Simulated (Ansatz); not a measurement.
Molecular dynamics, with input and output: Si4H9F (part 1 of 2)

Si4H9F, computed with RKS B3LYP-D4/STO-3G (Ansatz 0.2.0).

The run did not end well. One setting was made poor on purpose. It belongs to a series of runs on one base structure; here: an input spoilt on purpose.

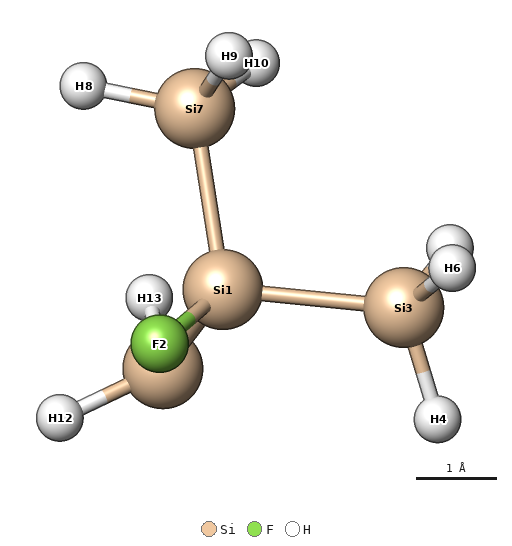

Fig. 1: The starting structure (ball-and-stick view, seen at a tilt; atoms are numbered from 1 in the order of the input).

### Input
```yaml
crystal:
  periodic: [false, false, false]
  atoms:
    - { symbol: Si, position_ang: [0.023901, -0.101046, 0.075555] }
    - { symbol: F, position_ang: [-0.004195, -0.341792, 1.705437] }
    - { symbol: Si, position_ang: [2.13514, 0.054153, -0.774297] }
    - { symbol: H, position_ang: [2.834713, -1.248976, -0.742711] }
    - { symbol: H, position_ang: [2.027405, 0.402271, -2.161337] }
    - { symbol: H, position_ang: [2.98739, 1.061552, -0.146288] }
    - { symbol: Si, position_ang: [-0.993899, 1.872085, -0.527828] }
    - { symbol: H, position_ang: [-2.355324, 1.889256, -0.090087] }
    - { symbol: H, position_ang: [-0.350607, 3.002446, 0.122594] }
    - { symbol: H, position_ang: [-0.890905, 2.076549, -1.97004] }
    - { symbol: Si, position_ang: [-1.061883, -1.837686, -0.906749] }
    - { symbol: H, position_ang: [-1.912053, -2.464844, 0.102838] }
    - { symbol: H, position_ang: [-1.87747, -1.470759, -2.011288] }
    - { symbol: H, position_ang: [0.173901, -0.001046, 0.075555] }
basis:
  gaussian: { orbitals: STO-3G }
hamiltonian:
  xc: b3lyp
  dispersion: d4
md:
  timestep: 0.5
  n_steps: 25
  ensemble: nve
  temperature: 200.0
  initial_velocities: maxwell_boltzmann
  seed: 332981
```

Machine: 1 thread of Arm Neoverse V1, 24 GiB of memory available, shared host.

Command:
```bash
ansatz run input.yaml --threads 1 --pin off --max-ram 2048MiB --backend cpu --events-out ev --progress --plain --runs-dir out
```

### Log
```
Engine: ansatz 0.2.0, aarch64-unknown-linux-gnu
Functional definition: B3LYP
  parameter a0 = 0.2
  parameter ax = 0.72
  parameter ac = 0.81
  exchange = (1 - a0 - ax)*slater_x + ax*b88_x + a0*exact_x
  correlation = (1 - ac)*vwn_rpa_c + ac*lyp_c
649 factors; integrals over basis functions are off by at most 9.0e-6 eV
mean field evaluation 1: about -33507.0035 eV, gradient 3.7e1 eV
mean field evaluation 2: about -33484.8769 eV, gradient 6.1e1 eV
mean field evaluation 4: about -33512.2602 eV, gradient 7.1e0 eV
mean field evaluation 8: about -33512.6968 eV, gradient 5.5e-1 eV
mean field evaluation 16: about -33512.3648 eV, gradient 1.4e-4 eV
mean field -33512.36477081 eV, -1231.5566898306 hartree, gradient 2.0e-5 eV, S^2 0.000000; 1 other end points of the search recorded, 0 dependent functions left out
the calculation of the forces begins
reference -33512.36499004 eV, -1231.5566978871 hartree; 37, 37 occupied and 13, 13 virtual orbitals, 649 factors
md step     0: t =     0.00 fs  T =   200.0 K  F+E_penalty+E_count = -33513.05930138 eV  E_kin = 0.310224 eV  conserved = -33512.74907739 eV  (57 SCF iters)
these checks for a lower state are left out or cut short: starts, cluster_reference, orbital_swaps, neighbouring_geometries, increment
646 factors; integrals over basis functions are off by at most 9.8e-6 eV
mean field evaluation 32: about -33962.3488 eV, gradient 6.8e-1 eV
mean field -33962.24722303 eV, -1248.0895650082 hartree, gradient 1.2e-5 eV, S^2 0.000000; 0 other end points of the search recorded, 0 dependent functions left out
the calculation of the forces begins
reference -33962.24746810 eV, -1248.0895740145 hartree; 37, 37 occupied and 13, 13 virtual orbitals, 646 factors
md step     1: t =     0.50 fs  T = 4052348.1 K  F+E_penalty+E_count = -33962.89954808 eV  E_kin = 6285.678174 eV  conserved = -27677.22137443 eV  (47 SCF iters, 3 dispersion substeps)
[... from here on the SCF iterations and repeated set-up lines of each step are left out, up to the last step ...]
md step     2: t =     1.00 fs  T = 4051155.6 K  F+E_penalty+E_count = -33961.38805514 eV  E_kin = 6283.828345 eV  conserved = -27677.55971001 eV  (31 SCF iters, 95 dispersion substeps)
md step     3: t =     1.50 fs  T = 4049751.8 K  F+E_penalty+E_count = -33959.21951306 eV  E_kin = 6281.651030 eV  conserved = -27677.56848308 eV  (33 SCF iters, 95 dispersion substeps)
md step     4: t =     2.00 fs  T = 4047776.9 K  F+E_penalty+E_count = -33956.16242606 eV  E_kin = 6278.587675 eV  conserved = -27677.57475091 eV  (37 SCF iters, 95 dispersion substeps)
md step     5: t =     2.50 fs  T = 4045223.6 K  F+E_penalty+E_count = -33952.18795506 eV  E_kin = 6274.627252 eV  conserved = -27677.56070344 eV  (32 SCF iters, 95 dispersion substeps)
md step     6: t =     3.00 fs  T = 4042280.4 K  F+E_penalty+E_count = -33947.56988931 eV  E_kin = 6270.061950 eV  conserved = -27677.50793975 eV  (32 SCF iters, 95 dispersion substeps)
md step     7: t =     3.50 fs  T = 4039399.5 K  F+E_penalty+E_count = -33943.02193503 eV  E_kin = 6265.593275 eV  conserved = -27677.42866024 eV  (33 SCF iters, 95 dispersion substeps)
md step     8: t =     4.00 fs  T = 4037206.6 K  F+E_penalty+E_count = -33939.55156743 eV  E_kin = 6262.191822 eV  conserved = -27677.35974530 eV  (34 SCF iters, 95 dispersion substeps)
md step     9: t =     4.50 fs  T = 4036224.0 K  F+E_penalty+E_count = -33938.00441740 eV  E_kin = 6260.667739 eV  conserved = -27677.33667807 eV  (43 SCF iters, 95 dispersion substeps)
md step    10: t =     5.00 fs  T = 4036578.4 K  F+E_penalty+E_count = -33938.60673949 eV  E_kin = 6261.217472 eV  conserved = -27677.38926750 eV  (44 SCF iters, 95 dispersion substeps)
md step    11: t =     5.50 fs  T = 4037907.2 K  F+E_penalty+E_count = -33940.74317035 eV  E_kin = 6263.278541 eV  conserved = -27677.46462928 eV  (63 SCF iters, 95 dispersion substeps)
md step    12: t =     6.00 fs  T = 4039603.2 K  F+E_penalty+E_count = -33943.43436210 eV  E_kin = 6265.909219 eV  conserved = -27677.52514334 eV  (48 SCF iters, 95 dispersion substeps)
md step    13: t =     6.50 fs  T = 4041174.3 K  F+E_penalty+E_count = -33945.89362582 eV  E_kin = 6268.346201 eV  conserved = -27677.54742485 eV  (56 SCF iters, 95 dispersion substeps)
md step    14: t =     7.00 fs  T = 4042388.4 K  F+E_penalty+E_count = -33947.78032466 eV  E_kin = 6270.229490 eV  conserved = -27677.55083468 eV  (64 SCF iters, 95 dispersion substeps)
md step    15: t =     7.50 fs  T = 4043181.8 K  F+E_penalty+E_count = -33949.00632972 eV  E_kin = 6271.460118 eV  conserved = -27677.54621164 eV  (66 SCF iters, 95 dispersion substeps)
md step    16: t =     8.00 fs  T = 4043572.1 K  F+E_penalty+E_count = -33949.60197998 eV  E_kin = 6272.065453 eV  conserved = -27677.53652649 eV  (60 SCF iters, 95 dispersion substeps)
md step    17: t =     8.50 fs  T = 4043621.7 K  F+E_penalty+E_count = -33949.66687265 eV  E_kin = 6272.142474 eV  conserved = -27677.52439837 eV  (73 SCF iters, 95 dispersion substeps)
md step    18: t =     9.00 fs  T = 4043418.3 K  F+E_penalty+E_count = -33949.33814592 eV  E_kin = 6271.826937 eV  conserved = -27677.51120921 eV  (72 SCF iters, 95 dispersion substeps)
md step    19: t =     9.50 fs  T = 4043056.1 K  F+E_penalty+E_count = -33948.76667964 eV  E_kin = 6271.265171 eV  conserved = -27677.50150873 eV  (62 SCF iters, 95 dispersion substeps)
these checks for a lower state are left out or cut short: starts, cluster_reference, orbital_swaps, neighbouring_geometries, increment
652 factors; integrals over basis functions are off by at most 3.6e-5 eV
mean field evaluation 224: about -33947.4710 eV, gradient 1.3e-3 eV
mean field -33947.47095409 eV, -1247.5465471405 hartree, gradient 1.3e-5 eV, S^2 0.000000; 0 other end points of the search recorded, 0 dependent functions left out
the calculation of the forces begins
reference -33947.47126228 eV, -1247.5465584664 hartree; 37, 37 occupied and 13, 13 virtual orbitals, 652 factors
md step    20: t =    10.00 fs  T = 4042618.5 K  F+E_penalty+E_count = -33948.08111089 eV  E_kin = 6270.586373 eV  conserved = -27677.49473789 eV  (58 SCF iters, 95 dispersion substeps)
```

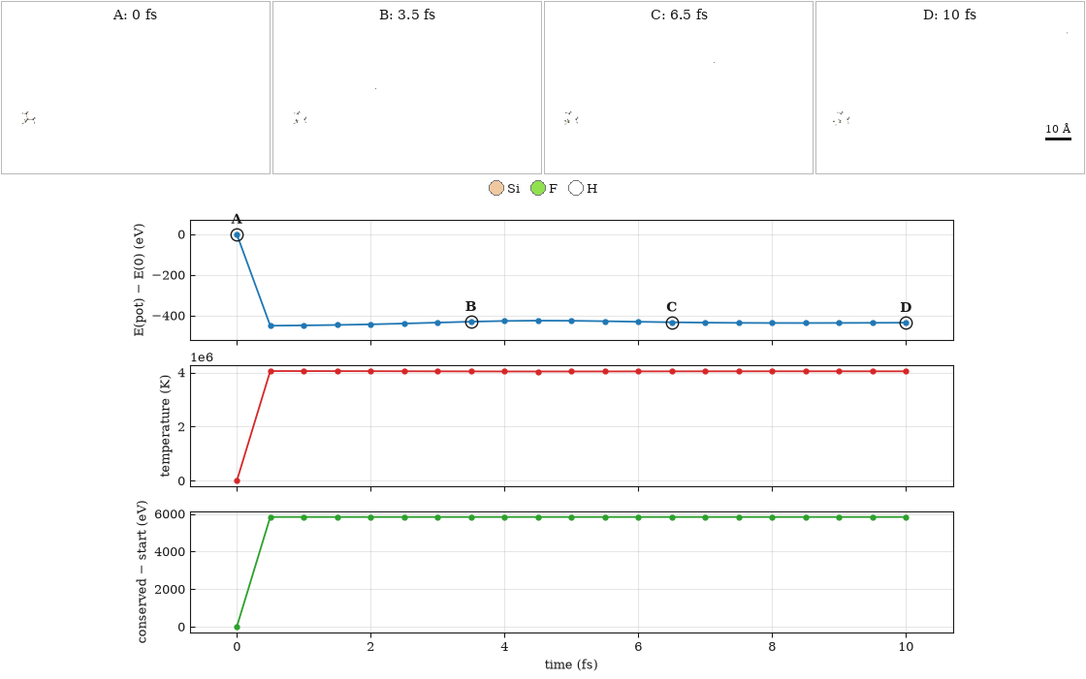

Fig. 2: Frames of the molecular dynamics (ball-and-stick, seen at a tilt) above the curves, on which the letters mark them. The trajectory kept here has 21 frames over 10 fs. The temperature starts at 200 K, ranges from 200 to 4052348 K and averages 4041556 K over the second half. The potential energy ends 435.022 eV below its first value. The conserved quantity stays within 5800 eV. After an unweighted best fit of the last frame on the first, the root-mean-square displacement is 27.80 Å, and H14 has moved furthest (99.95 Å).

```
these checks for a lower state are left out or cut short: starts, cluster_reference, orbital_swaps, neighbouring_geometries, increment
652 factors; integrals over basis functions are off by at most 3.0e-5 eV
Unfinished report: {"positions_ang":[[-3.198265299487999,-1.8179933608703667,0.4053332052245524],[-0.05879590317276455,-0.391091262593569,1.6426132894255154],[2.106126861953844,0.06960513377983885,-0.7784881292539886],[2.719939995873495,-1.3048666869968646,-0.7376254140183749],[2.0855556567249605,0.5019540410726554,-2.1346324194872954],[2.947703275806752,1.0481322880214075,-0.06510403754004403],[-0.9566614447086281,1.8100638837862313,-0.5113112649597835],[-2.387217559503445,2.0679482213907674,-0.17583183002441982],[-0.28657752645608225,2.966165664906624,0.04512445842633263],[-0.8968197640268405,1.980207115604971,-2.013214247434001],[-1.0049278145227136,-2.159251401933185,-1.2008941814591065],[-2.303875434789726,-3.2837391444496085,-0.12386731610815978],[-2.1015154223516994,-1.5042944928436277,-2.0609617707670727],[89.84924303878634,59.798878581920654,0.29319785340953214]],"unchecked":["starts","cluster_reference","orbital_swaps","neighbouring_geometries","increment"],"mean_field":{"relativity":"none","state":{"energy":{"ev":-33947.47126228215,"hartree":-1247.5465584663962},"converged":true,"gradient_ev":0.000012642285251749576,"stability":{"kind":"minimum","curvature_ev":0.8258331101517147},"curvature_floor_ev":0.00030000000000000003,"spin_squared":1.4210854715202004e-14},"others":[],"fillings":{"estimated":0,"unestimated":0,"tried":0,"untried":0,"excluded_magnetic_sites":0},"n_dropped_functions":0,"n_trapped_functions":0,"passes":{"evaluations":5,"products":53},"factors":{"origin":"Cholesky decomposition","count":652,"bound_ev":0.000036481028670305305},"gradient_stop_ev":0.00002477499330455144,"reference_kind":"stationary","functional":{"name":"B3LYP","citations":["Stephens, Devlin, Chabalowski & Frisch, J. Phys. Chem. 98, 11623 (1994) doi:10.1021/j100096a001","Becke, Phys. Rev. A 38, 3098 (1988) doi:10.1103/PhysRevA.38.3098","Lee, Yang & Parr, Phys. Rev. B 37, 785 (1988) doi:10.1103/PhysRevB.37.785","Vosko, Wilk & Nusair, Can. J. Phys. 58, 1200 (1980) doi:10.1139/p80-159"],"text":"name \"B3LYP\"\ncite \"Stephens, Devlin, Chabalowski & Frisch, J. Phys. Chem. 98, 11623 (1994) doi:10.1021/j100096a001\"\ncite \"Becke, Phys. Rev. A 38, 3098 (1988) doi:10.1103/PhysRevA.38.3098\"\ncite \"Lee, Yang & Parr, Phys. Rev. B 37, 785 (1988) doi:10.1103/PhysRevB.37.785\"\ncite \"Vosko, Wilk & Nusair, Can. J. Phys. 58, 1200 (1980) doi:10.1139/p80-159\"\nparameter a0 = 0.2\nparameter ax = 0.72\nparameter ac = 0.81\nexchange = (1 - a0 - ax)*slater_x + ax*b88_x + a0*exact_x\ncorrelation = (1 - ac)*vwn_rpa_c + ac*lyp_c\n","parameters":{"a0":{"value":0.2,"default":0.2},"ac":{"value":0.81,"default":0.81},"ax":{"value":0.72,"default":0.72}},"final_grid":{"core_spheres":13.0,"valence_spheres":11.0,"degree":36.0},"final_grid_parameter_source":"default","radial_points_factor":1.0,"radial_grid_error_ev":6.729326096032238e-7,"grid_sensitivity":"normal","grid_sensitivity_ratio":0.0013437628806248659},"unsmoothed_excess_ev":-0.00030819339678158644,"symmetry":{"irreps":["A"],"axes":[[0.7798020940436083,0.06296256345304299,-0.6228518360963746],[-0.3629656236230606,0.8561048174990662,-0.36788652805289496],[0.510063378604195,0.512952490059569,0.6904455755152332]],"occupied":[{"A":37},{"A":37}]},"held":{"pivots":643,"left_out":6,"joined":9},"density_repulsion":{"missed_ev":0.00001733172349298549,"excess_ev":3.4400316635246516e-6,"most_excess_ev":0.0001998,"are_drawn_again":false,"n_first_factors":652,"energy_change_ev":0.0,"n_dropped_ends":0}},"factors":{"origin":"Cholesky decomposition","count":652,"bound_ev":0.000036481028670305305},"n_frozen":0,"n_occupied":[37,37],"n_virtual":[13,13],"reference":{"ev":-33947.47126228215,"hartree":-1247.5465584663962},"dispersion":{"energy":{"ev":-0.6101568012405386,"hartree":-0.022422848866455642},"switches_in_reach":[]},"total":{"ev":-33948.08141908339,"hartree":-1247.5689813152624},"forces_ev_per_angstrom":[[3.7697672906982844,-1.626709296417759,-1.974761594120963],[-0.11057132832948285,0.4616334248874978,-1.1282722639614553],[-1.3774764405785853,0.01049373301047862,1.2979349921493455],[-0.5497235239761867,1.1085761459979473,0.1103428138694724],[0.0580896139727626,0.08913714275579555,-0.7993609992412138],[-0.23733214274676925,-0.5391463245078824,-0.1307039076690827],[1.005922127365479,-0.8106658330335741,-0.881553383442797],[0.7664365358306605,-0.6810666707446558,-0.0034927976989734245],[0.16479659177768943,0.10488766722491714,0.02814223851619425],[-0.047768355130178485,-0.16967788742435225,1.2239040781494246],[-2.525603305655894,1.3629405108725396,2.2966367036778372],[-1.1197120509498208,1.4720589945282148,-0.19598018617167975],[0.20328140860097899,-0.7823902662145676,0.15716357672668482],[-0.0001064208916936176,-0.00007134093332702086,7.292380914047741e-7]],"charge_distribution":{"dipole_moment_e_ang":[-7.77593466632122,-5.330238975887097,-0.12870277793321946],"mulliken_charges_e":[0.32843182699004636,-0.16915650118293257,0.4219603686682696,-0.11720502254375753,-0.13401386889230427,-0.12312230258727719,0.3804526867784599,-0.1338823103188691,-0.13949720067781346,-0.14075446583821183,0.2813001006765621,-0.18613681798810955,-0.18808065772639182,-0.08029583535763818],"lowdin_charges_e":[0.3149374023432365,-0.1691110515333598,0.3898937432645848,-0.10785188910710475,-0.12130372716438953,-0.11307844711481674,0.3469164699625775,-0.12271455186002389,-0.1269090712719465,-0.13066589673907214,0.2509251188179249,-0.1622529660533889,-0.16848929818661973,-0.08029583535763818]},"n_threads":1,"memory_gib":1.7045454550534487,"seconds":{"hamiltonian":4.081496273,"orbitals":0.0,"second_order":0.0,"solver_start":0.0,"cycles":0.0,"cycle":0.0,"perturbative":0.0,"full_ci_increment":0.0,"forces":0.0}}
Error: SIGTERM received: run cancelled behind 230 evaluations of the mean field
```

### Trajectory as extended XYZ (Å, eV, eV/Å), 21 frames, from step=0 to step=20
```
14
Properties=species:S:1:pos:R:3:forces:R:3 step=0 time_fs=0.0 energy=-33513.05930 temperature=200.0
Si    0.0239   -0.1010    0.0756  -3744.5984 -2492.8435  -0.9544
F    -0.0042   -0.3418    1.7054   -0.2878  -0.5099   2.8571
Si    2.1351    0.0542   -0.7743    3.1906  -0.8672  -0.8638
H     2.8347   -1.2490   -0.7427   -0.4487   0.6269   0.1832
H     2.0274    0.4023   -2.1613   -0.3104   0.2024  -0.3213
H     2.9874    1.0616   -0.1463   -0.3682  -0.1549   0.0722
Si   -0.9939    1.8721   -0.5278    0.3451   0.7781   0.2328
H    -2.3553    1.8893   -0.0901   -0.3818  -0.2133   0.0029
H    -0.3506    3.0024    0.1226    0.0709  -0.1145  -0.0897
H    -0.8909    2.0765   -1.9700    0.0249  -0.3688   0.3749
Si   -1.0619   -1.8377   -0.9067    2.8599  -3.4077  -0.2586
H    -1.9121   -2.4648    0.1028   -0.5562   1.2061   0.2648
H    -1.8775   -1.4708   -2.0113   -1.1066   1.4585  -0.0407
H     0.1739   -0.0010    0.0756  3741.5667 2494.2078  -1.4594
14
Properties=species:S:1:pos:R:3:forces:R:3 step=1 time_fs=0.5 energy=-33962.89955 temperature=4052348.1
Si   -0.1381   -0.2059    0.0751    3.2748   3.2934  -0.6662
F    -0.0048   -0.3431    1.7046   -0.1765  -0.1995   0.7508
Si    2.1353    0.0544   -0.7742   -1.1847  -0.8718   0.5093
H     2.8223   -1.2429   -0.7462   -0.1245   0.5002   0.0363
H     2.0299    0.4109   -2.1675   -0.0174   0.0439  -0.1337
H     2.9816    1.0607   -0.1483   -0.1144  -0.0234   0.1082
Si   -0.9926    1.8701   -0.5279    0.5008  -0.2291   0.3659
H    -2.3468    1.8945   -0.0897   -0.6915   0.1502  -0.1217
H    -0.3520    3.0088    0.1181    0.0706  -0.3660  -0.0861
H    -0.8876    2.0716   -1.9591   -0.1562  -0.1056   0.0950
Si   -1.0614   -1.8388   -0.9062   -0.7709  -2.1012   0.0505
H    -1.9166   -2.4617    0.1002   -0.0317  -0.1932  -0.3106
H    -1.8838   -1.4606   -2.0065   -0.4425   0.2583  -0.5714
H     4.6580    2.9893    0.0865   -0.1359  -0.1563  -0.0264
14
Properties=species:S:1:pos:R:3:forces:R:3 step=2 time_fs=1.0 energy=-33961.38806 temperature=4051155.6
Si   -0.2997   -0.3104    0.0747    5.9383   7.3893   1.7205
F    -0.0055   -0.3444    1.7039   -0.4307  -0.3703   0.2658
Si    2.1354    0.0546   -0.7740   -2.1320  -0.7968   0.2561
H     2.8096   -1.2356   -0.7495    0.0979   0.2611   0.0724
H     2.0323    0.4196   -2.1739    0.0371   0.0140   0.0466
H     2.9756    1.0598   -0.1501   -0.1670  -0.1099   0.1552
Si   -0.9912    1.8681   -0.5279    0.4936  -0.5782   0.6322
H    -2.3400    1.9002   -0.0897   -0.8633   0.2586  -0.1154
H    -0.3533    3.0143    0.1134    0.1401  -0.5120  -0.0474
H    -0.8847    2.0663   -1.9479   -0.1373  -0.0822  -0.2056
Si   -1.0610   -1.8401   -0.9056   -2.6096  -5.2690  -1.9490
H    -1.9212   -2.4591    0.0969   -0.0649  -0.4021  -0.3687
H    -1.8913   -1.4498   -2.0030   -0.2937   0.2039  -0.4621
H     9.1418    5.9793    0.0974   -0.0084  -0.0061  -0.0008
14
Properties=species:S:1:pos:R:3:forces:R:3 step=3 time_fs=1.5 energy=-33959.21951 temperature=4049751.8
Si   -0.4609   -0.4143    0.0743    7.6726  12.9273   6.2298
F    -0.0061   -0.3458    1.7033   -0.7696  -0.5858  -0.8354
Si    2.1353    0.0547   -0.7738   -2.2448  -0.4845  -0.1798
H     2.7971   -1.2277   -0.7527    0.2678  -0.0694   0.1034
H     2.0348    0.4283   -2.1803    0.0349  -0.0353   0.1876
H     2.9691    1.0586   -0.1515   -0.0450   0.0058   0.2601
Si   -0.9897    1.8660   -0.5279    0.6551  -1.0254   0.9009
H    -2.3352    1.9064   -0.0899   -0.9648   0.3143  -0.1036
H    -0.3542    3.0185    0.1086    0.1843  -0.5990  -0.0179
H    -0.8821    2.0609   -1.9372   -0.1290  -0.0403  -0.5088
Si   -1.0608   -1.8418   -0.9051   -4.4549  -9.8122  -5.2912
H    -1.9260   -2.4574    0.0926   -0.0664  -0.7173  -0.4263
H    -1.8994   -1.4385   -2.0007   -0.1358   0.1249  -0.3185
H    13.6256    8.9693    0.1083   -0.0044  -0.0031  -0.0003
```
